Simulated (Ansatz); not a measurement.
A series of calculations on AlH2F3

### Relaxation

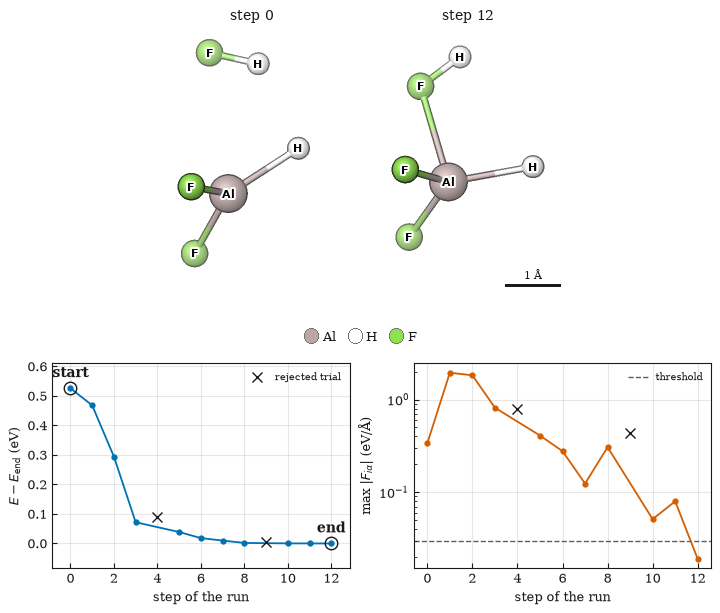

First and last geometry of a relaxation of AlH₂F₃, with the history of the run. Style: ball-and-stick. Shown from a free direction.

The run prepares an end point of a later path (reaction) calculation, from a guessed geometry.

Level of theory: Ansatz, RKS BHLYP-D4/def2-SVP.

Input file:
```yaml
crystal:
  periodic: [false, false, false]
  atoms:
    - { symbol: Al, position_ang: [0.000952, 0.2356, -0.082531] }
    - { symbol: H, position_ang: [0.017366, 0.19824, 1.476143] }
    - { symbol: F, position_ang: [1.405694, 0.361145, -0.921897] }
    - { symbol: F, position_ang: [-1.420465, 0.27102, -0.901802] }
    - { symbol: F, position_ang: [0.057612, -2.33014, 1.220155] }
    - { symbol: H, position_ang: [0.066641, -1.634365, 1.821933] }
basis:
  gaussian: { orbitals: def2-SVP }
hamiltonian:
  xc: { name: BHLYP }
  dispersion: d4
relax:
  f_tol: 0.03
  max_steps: 50
```

Launched with:
```bash
ansatz run input.yaml --threads 1 --pin off --max-ram 2048MiB --backend cpu --events-out ev --progress --plain --runs-dir out
```

What do the curves and the structures tell?

Answer. It converged. The atom that moves furthest after the best rigid fit is F5 (0.69 Å). Largest moves by element: F 0.69 Å, H 0.50 Å, Al 0.25 Å. Among the contacts that change: Al1–F5 2.878 → 2.002 Å, Al1–F3 1.641 → 1.652 Å, F5–H6 0.920 → 0.925 Å, Al1–H2 1.559 → 1.564 Å. New bonds form, among them: Al1–F5 (2.88 → 2.00 Å). Over 10 accepted moves (12 points after the start) the energy falls by 0.526 eV. The largest force component goes from 0.34 to 0.019 eV/Å. The line search rejected the trial steps at points 4, 9 of the run.

### Relaxation

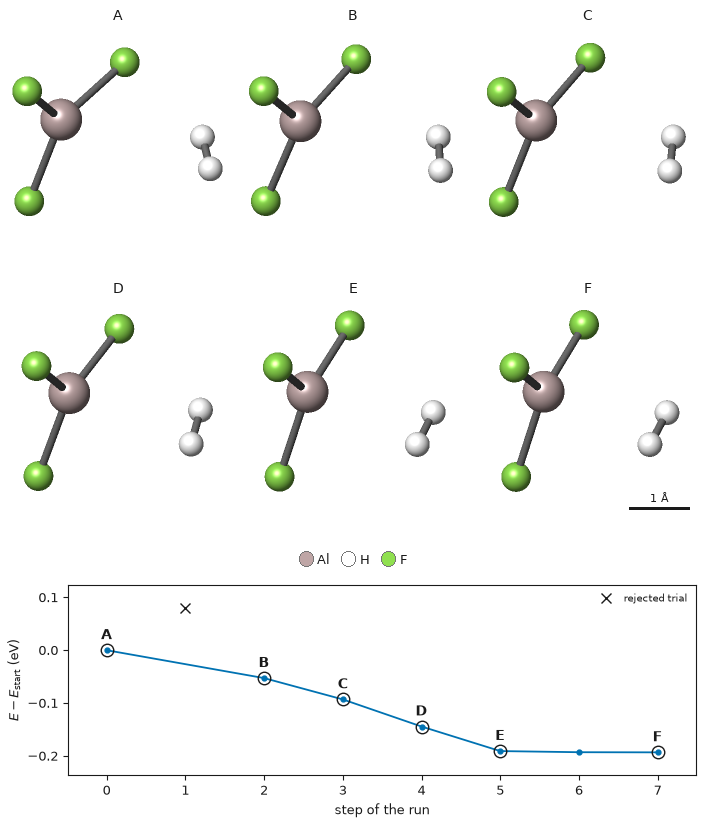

Frames of a relaxation of AlH2F3, marked on the history of the run. Style: ball-and-stick. Shown from a free direction.

The run prepares an end point of a later path (reaction) calculation, from a guessed geometry.

Computed with RKS BHLYP-D4/def2-SVP (Ansatz).

The input:
```yaml
crystal:
  periodic: [false, false, false]
  atoms:
    - { symbol: Al, position_ang: [0.021203, -0.528419, -0.408841] }
    - { symbol: H, position_ang: [0.011008, -0.027868, 2.298981] }
    - { symbol: F, position_ang: [1.422808, 0.19667, -0.823938] }
    - { symbol: F, position_ang: [-1.406466, 0.154813, -0.805179] }
    - { symbol: F, position_ang: [0.053315, -2.010881, 0.344077] }
    - { symbol: H, position_ang: [0.025931, -0.682815, 2.006901] }
basis:
  gaussian: { orbitals: def2-SVP }
hamiltonian:
  xc: { name: BHLYP }
  dispersion: d4
relax:
  f_tol: 0.03
  max_steps: 50
```

Run as
```bash
ansatz run input.yaml --threads 1 --pin off --max-ram 2048MiB --backend cpu --events-out ev --progress --plain --runs-dir out
```

> Describe the path.

The largest move after the best rigid fit is that of H2, 0.52 Å. Largest moves by element: H 0.52 Å, F 0.30 Å, Al 0.21 Å. Some distances before and after: Al1–H2 2.754 → 2.154 Å, Al1–H6 2.421 → 2.140 Å, H2–H6 0.717 → 0.760 Å, Al1–F5 1.663 → 1.640 Å. The energy falls by 0.193 eV in 6 accepted moves (7 points after the start). The largest force component goes from 1.5 to 0.022 eV/Å. The line search rejected the trial step at point 1 of the run. Cost: 19 s on 1 thread of Arm Neoverse V2, with other jobs on the host, peak memory 0.12 GiB. From step 0 to 2: F5 moves most (0.09 Å), energy −0.053 eV. From step 2 to 3: H2 moves most (0.10 Å), energy −0.040 eV. From step 3 to 4: H2 moves most (0.15 Å), energy −0.051 eV. From step 4 to 5: H2 moves most (0.15 Å), energy −0.046 eV. From step 5 to 7: H2 moves most (0.04 Å), energy −0.002 eV.

```tsv
step	E − E(0), eV	largest force component, eV/Å	note
0	0.0000	1.5266	
1	0.0801	1.9867	rejected
2	-0.0528	1.0537	
3	-0.0931	0.9391	
4	-0.1444	0.6507	
5	-0.1909	0.0705	
6	-0.1930	0.0344	
7	-0.1933	0.0222
```

### Path

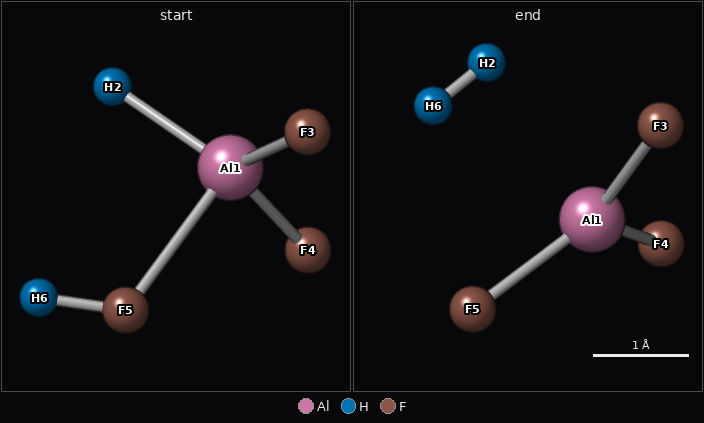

The two relaxed end points of a path for AlH₂F₃. Style: ball-and-stick. Shown from a free direction.

Level of theory: RKS BHLYP-D4/def2-SVP (Ansatz 0.2.0).

Run with 5 movable images; climbing image; force threshold 0.05 eV/Å; iteration limit 60.

Start:
```xyz
6

Al    0.0037    0.0828    0.1133
H    -0.0003    0.6879    1.5558
F     1.4090    0.0579   -0.7550
F    -1.4105   -0.0115   -0.7352
F     0.0550   -1.8125    0.7561
H     0.0709   -1.9031    1.6770
```

End:
```xyz
6

Al    0.0192   -0.6011   -0.2078
H     0.0124    0.1625    1.8065
F     1.4089    0.1979   -0.5380
F    -1.4115    0.1337   -0.5114
F     0.0593   -2.2051    0.1302
H     0.0395   -0.5864    1.9325
```

### Predict the minimum-energy path and its barrier.

The energy climbs by 34.2 kJ/mol to image 3 and then falls by 131.3 kJ/mol, so the end point sits at −97.1 kJ/mol. Breaking: Al1–H2 (1.56 → 1.68 at the top → 2.15 Å), F5–H6 (0.93 → 1.09 at the top → 2.42 Å). Forming: H2–H6 (2.59 → 1.15 at the top → 0.76 Å). The band converged in 9 iterations. The largest component of the band force went from 4.6 to 0.024 eV/Å. The climbing image converged on the top of the path. Its vibrational analysis gives one imaginary mode (1048i cm⁻¹), as a transition state must have.

Energies of the converged images:

```
image  path (Å)  E (kJ/mol)
    0      0.00         0.0
    1      0.37         3.8
    2      0.74        16.0
    3      1.11        34.2
    4      1.50       -35.6
    5      1.90       -88.4
    6      2.30       -97.1
```

The geometry at the top of the path:

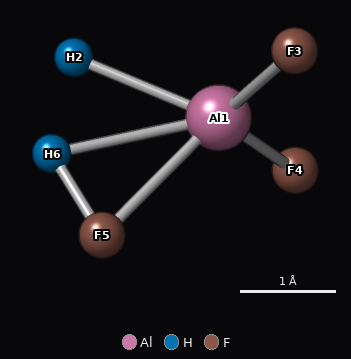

Cost: 100 s on 1 thread of Arm Neoverse V2 (shared host), peak memory 0.13 GiB.
